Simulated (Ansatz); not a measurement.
**doublet C2H3F+ at 6 levels**

Wanted: a comparison of 6 runs (UHF/STO-3G, UHF/def2-TZVP, UB3LYP/6-31G*, U-wB97X/def2-TZVP, UBLYP/def2-TZVP, USVWN5/def2-TZVP) of doublet C2H3F+. 

The calculation is run with Ansatz 0.2.0.

44 further runs of the same task are left out: 44 set aside as unsound or not needed.

## Step 1: The molecule

C2H3F+ has 6 atoms, charge +1, and is taken as a doublet. As SMILES of the parent species, `C=CF`. Geometry: relaxed at PBE0-D4/def2-TZVP. That shape belongs to the parent species and isn't relaxed for this state.

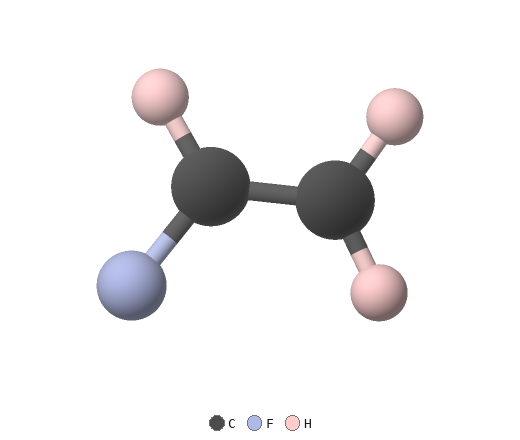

Viewed from a chosen angle; carbon dark grey, fluorine light blue, hydrogen pink.

## Step 2: The energy at UHF/STO-3G (run 1)

Input file run.yaml:

```yaml
crystal:
  periodic: [false, false, false]
  atoms:
    - {symbol: C, position_ang: [-0.536200, 0.076400, -0.442800]}
    - {symbol: C, position_ang: [0.490000, -0.016300, 0.376600]}
    - {symbol: F, position_ang: [0.966200, -1.192400, 0.795500]}
    - {symbol: H, position_ang: [-1.043900, -0.803300, -0.816600]}
    - {symbol: H, position_ang: [-0.880200, 1.054100, -0.749700]}
    - {symbol: H, position_ang: [1.046100, 0.817400, 0.790700]}
basis:
  gaussian:
    orbitals: STO-3G
magnetization:
  spin_polarized: true
  initial_magnetization: 1
accuracy: high
total_charge: 1
hamiltonian:
  xc: hf
output: {orbitals: {seedname: orbitals}}
```

Run with:

```console
$ ansatz run run.yaml --threads 1 --pin off --max-ram 3480MiB --events-out events.jsonl --progress --plain --runs-dir runs
```

Log:

```text
Warning: RAYON_NUM_THREADS=1 ignored (pool sized by the plan → 1); use --threads N
Functional definition: HF
  name "HF"
  exchange = exact_x
  correlation = 0
319 factors; integrals over basis functions are off by at most 3.9e-8 eV
mean field evaluation 1: about -4738.4334 eV, gradient 2.0e1 eV
mean field evaluation 2: about -4738.5271 eV, gradient 2.0e1 eV
mean field evaluation 4: about -4741.6254 eV, gradient 1.5e0 eV
mean field evaluation 8: about -4741.6674 eV, gradient 1.1e-2 eV
mean field -4741.66375686 eV, -174.2529290495 hartree, gradient 1.3e-8 eV, S^2 0.765609; 0 other end points of the search recorded, 0 dependent functions left out
reference -4741.66375686 eV, -174.2529290495 hartree; 12, 11 occupied and 6, 7 virtual orbitals, 319 factors
Total energy: -4741.66375686 eV, -174.2529290495 hartree
```

Run time: 0.3 s. Hardware: 1 thread of Intel Xeon Platinum 8259CL at 2.50GHz (Skylake/Cascade Lake), shared host.

## Step 3: The energy at UHF/def2-TZVP (run 2)

Input file molecule.yaml:

```yaml
crystal:
  periodic: [false, false, false]
  atoms:
    - symbol: C
      position_ang: [-0.536200, 0.076400, -0.442800]
    - symbol: C
      position_ang: [0.490000, -0.016300, 0.376600]
    - symbol: F
      position_ang: [0.966200, -1.192400, 0.795500]
    - symbol: H
      position_ang: [-1.043900, -0.803300, -0.816600]
    - symbol: H
      position_ang: [-0.880200, 1.054100, -0.749700]
    - symbol: H
      position_ang: [1.046100, 0.817400, 0.790700]
basis:
  gaussian: {orbitals: def2-TZVP}
hamiltonian: {xc: hf}
total_charge: 1
accuracy: high
output: {orbitals: {seedname: orbitals}}
magnetization: {spin_polarized: true, initial_magnetization: 1}
```

Run with:

```console
$ ansatz run molecule.yaml --threads 1 --pin off --max-ram 3480MiB --events-out events.jsonl --progress --plain --runs-dir runs
```

Log:

```text
Warning: RAYON_NUM_THREADS=1 ignored (pool sized by the plan → 1); use --threads N
[... 4 set-up lines as earlier in the session ...]
1965 factors; integrals over basis functions are off by at most 4.0e-9 eV
mean field evaluation 1: about -4802.6709 eV, gradient 3.2e1 eV
mean field evaluation 2: about -4802.6728 eV, gradient 3.2e1 eV
mean field evaluation 4: about -4806.1393 eV, gradient 2.8e0 eV
mean field evaluation 8: about -4806.1969 eV, gradient 1.7e-1 eV
mean field -4806.19766307 eV, -176.6245063602 hartree, gradient 3.7e-8 eV, S^2 0.755914; 0 other end points of the search recorded, 0 dependent functions left out
reference -4806.19766307 eV, -176.6245063602 hartree; 12, 11 occupied and 99, 100 virtual orbitals, 1965 factors
Total energy: -4806.19766307 eV, -176.6245063602 hartree
```

Wall time 5.4 s (1 thread of Intel Xeon Platinum 8259CL at 2.50GHz (Skylake/Cascade Lake), shared host); peak memory 0.32 GiB.

Runs 3 to 5 aren't shown in full; the table further down has their settings and results.

## Step 4: A single-point energy at USVWN5/def2-TZVP (run 6)

Input file input.yaml:

```yaml
crystal:
  periodic: [false, false, false]
  atoms:
    - {symbol: C, position_ang: [-0.536200, 0.076400, -0.442800]}
    - {symbol: C, position_ang: [0.490000, -0.016300, 0.376600]}
    - {symbol: F, position_ang: [0.966200, -1.192400, 0.795500]}
    - {symbol: H, position_ang: [-1.043900, -0.803300, -0.816600]}
    - {symbol: H, position_ang: [-0.880200, 1.054100, -0.749700]}
    - {symbol: H, position_ang: [1.046100, 0.817400, 0.790700]}
basis:
  gaussian:
    orbitals: def2-TZVP
magnetization:
  spin_polarized: true
  initial_magnetization: 1
accuracy: high
total_charge: 1
output: {orbitals: {seedname: orbitals}}
hamiltonian:
  xc: {name: SVWN5}
```

Run with:

```console
$ ansatz run input.yaml --threads 1 --pin off --max-ram 3480MiB --events-out events.jsonl --progress --plain --runs-dir runs
```

Log:

```text
Warning: RAYON_NUM_THREADS=1 ignored (pool sized by the plan → 1); use --threads N
Functional definition: SVWN5
  name "SVWN5"
  exchange = slater_x
  correlation = vwn5_c
1965 factors; integrals over basis functions are off by at most 4.0e-9 eV
mean field evaluation 1: about -4784.2639 eV, gradient 5.0e1 eV
mean field evaluation 2: about -4769.7942 eV, gradient 8.4e1 eV
mean field evaluation 4: about -4793.0174 eV, gradient 2.7e0 eV
mean field evaluation 8: about -4793.0424 eV, gradient 1.2e-1 eV
mean field evaluation 16: about -4793.0425 eV, gradient 4.1e-6 eV
mean field -4793.04245097 eV, -176.1410612324 hartree, gradient 6.9e-8 eV, S^2 0.751143; 0 other end points of the search recorded, 0 dependent functions left out
reference -4793.04245369 eV, -176.1410613322 hartree; 12, 11 occupied and 99, 100 virtual orbitals, 1965 factors
Total energy: -4793.04245369 eV, -176.1410613322 hartree
```

It took 6 s on 1 thread of Intel Xeon Platinum 8259CL at 2.50GHz (Skylake/Cascade Lake), shared host; peak memory 0.29 GiB.

## Step 5: The series

| run | level | energy (Eh) | HOMO energy (eV) | LUMO energy (eV) | ⟨S²⟩ | wall time |
| --- | --- | --- | --- | --- | --- | --- |
| 1 | UHF/STO-3G | -174.252929 | -19.86 | -6.88 | 0.766 | 0.3 s |
| 2 | UHF/def2-TZVP | -176.624506 | -20.68 | -8.00 | 0.756 | 5.4 s |
| 3 | UB3LYP/6-31G* (spherical functions) | -177.442919 | -16.76 | -13.26 | 0.752 | 6 s |
| 4 | U-wB97X/def2-TZVP | -177.472761 | -19.59 | -10.62 | 0.753 | 40 s |
| 5 | UBLYP/def2-TZVP | -177.482174 | -15.60 | -14.20 | 0.752 | 7.8 s |
| 6 | USVWN5/def2-TZVP | -176.141061 | -15.87 | -14.74 | 0.751 | 6 s |

## Step 6: Results

| quantity | value |
| --- | --- |
| run 6: total energy | -176.14106 Eh |
| run 6: HOMO energy (highest over α and β) | -15.87 eV |
| run 6: LUMO energy (lowest over α and β) | -14.74 eV |
| run 6: ⟨S²⟩ | 0.751 |

What this shows: Totals of different functionals can't be ranked against each other. In run 1 the basis is minimal, so the values are rough. All runs together took 66 s, the longest 40 s.
